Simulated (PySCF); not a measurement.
## A study: H₂S, SMILES `S`

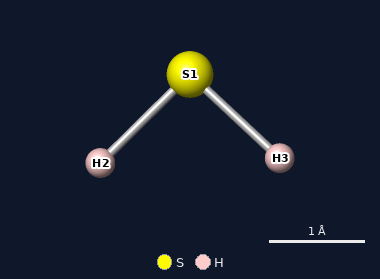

The molecule, with its atoms numbered as below. No frequency check shows the geometry to be a minimum.

Cartesian coordinates (Å):

```
S1       0.0000   -0.1021    0.0000
H2       0.9574    0.8165    0.0000
H3      -0.9574    0.8166    0.0000
```

Part 1: Bonding charge

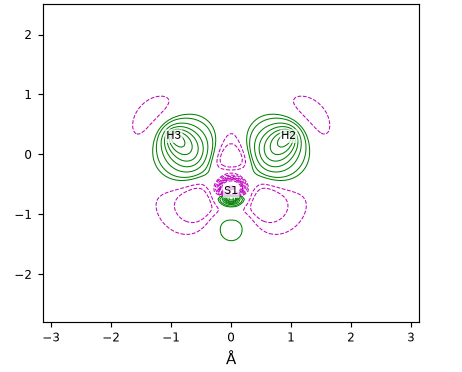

Deformation density (molecule less spherical, spin-averaged free atoms) in the molecular plane; contours at ±0.05 to ±0.8 e/Å³; solid green lines: gain, dashed magenta lines: loss.

PySCF calculation, PBE/def2-TZVP, gas phase; geometry: GFN2-xTB.

**How much density has each bond in this plane gained at its critical point, relative to the free atoms?**

S1–H3 and S1–H2: +0.42 e/Å³ at the bond critical point (bond length 1.33 Å, Mayer order 1.0). In all, 0.6 electrons gather in the regions of gain relative to the promolecule.

**Where do the Hirshfeld charges lie?**

The highest Hirshfeld charge is on H2 and H3 (+0.05 e), the lowest on S1 (−0.10 e).

```
atom  charge (e)
  S1       −0.10
  H2       +0.05
  H3       +0.05
```

Part 2: Bond critical points

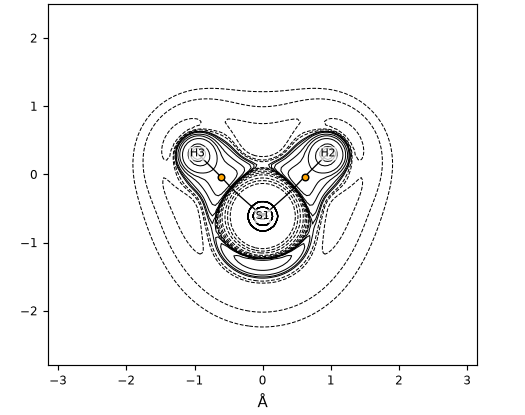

Negative Laplacian of the density (−∇²ρ) in the molecular plane (solid lines positive, dashed lines negative, contours at ±0.02 to ±8 a.u.), with bond paths and bond critical points (dots).

**At which bond critical points in this plane is charge locally concentrated, and at which depleted?**

Concentrated (∇²ρ < 0): S1–H3 and S1–H2 (−0.64 a.u.). At none is it depleted.

**Where along S1–H3 does the critical point lie?**

0.84 Å from S1 and 0.48 Å from H3.

Part 3: Local ionisation energy

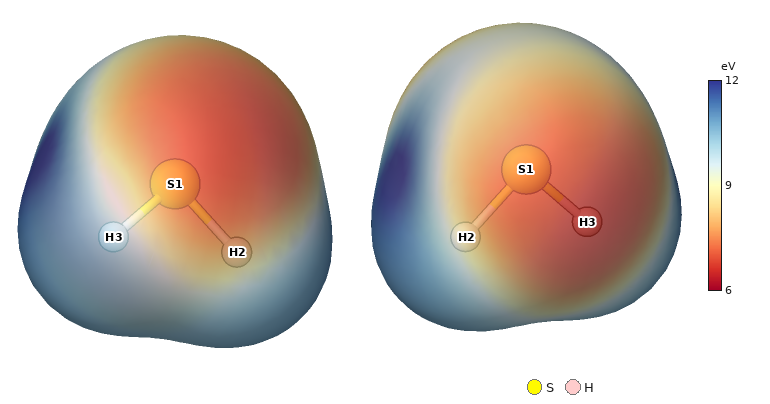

Average local ionisation energy on the surface of electron density 0.001 a.u. (back view left, front view right).

**Locate the minima of the map.**

The lowest value is 6.6 eV, 2.3 Å from S1, and at like points elsewhere. For comparison, the highest occupied orbital lies at −6.2 eV.

**What volume does the surface enclose, and what is the dipole moment?**

About 48 Å³; the dipole moment is 1.1 D.

Part 4: In an electric field

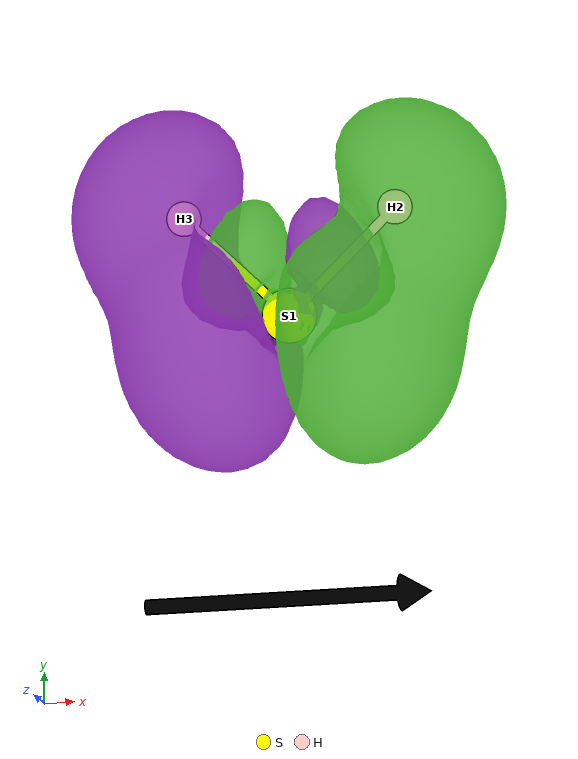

Change of the electron density in a uniform field of 0.21 V/Å along +x (arrow), surfaces at ±0.001 e/Å³ (purple: gain, green: loss).

PySCF calculation, PBE/def2-TZVP, gas phase; geometry: GFN2-xTB. A basis without diffuse functions makes polarisabilities too small.

**What dipole is induced, and what polarisability does it imply?**

The induced dipole is 0.20 D (along the field); α along this axis, from the fields in both directions, is 20 bohr³ (3.0 Å³).

**Which atoms gain and lose the most charge?**

Electrons gather most on H3 (Hirshfeld charge changes by −0.008 e) and leave H2 most (+0.008 e); 0.023 electrons are displaced in all.

Part 5: Removing or adding an electron

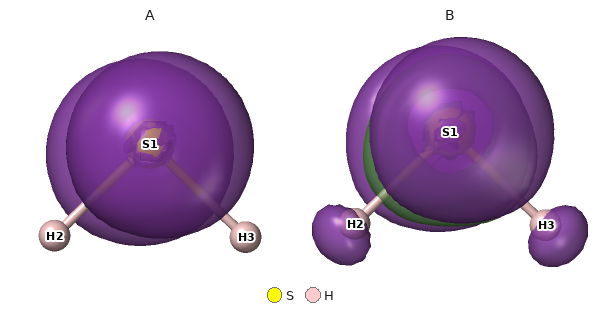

The Fukui function f⁻ from two separate SCF calculations and the density of the HOMO, at ±0.05 e/Å³ (purple positive, green negative).

Method: PBE/def2-TZVP; geometry: GFN2-xTB; program: PySCF.

**Which panel is which, and how good is the frozen-orbital picture?**

B is f⁻ (it has negative regions), A the HOMO density. The HOMO lies on S1 (90 %); f⁻ (Hirshfeld-condensed) is largest on S1 (0.76); the vertical ionisation energy is 10.37 eV. Relaxation shifts 14 % of the electron between atoms. The orbital energy is −6.20 eV.

The PySCF runs shown took 2.5 s, 3.7 s and 15 s on 1 thread of Intel(R) Xeon(R) Platinum 8375C CPU @ 2.90GHz (Ice Lake), on a shared host.
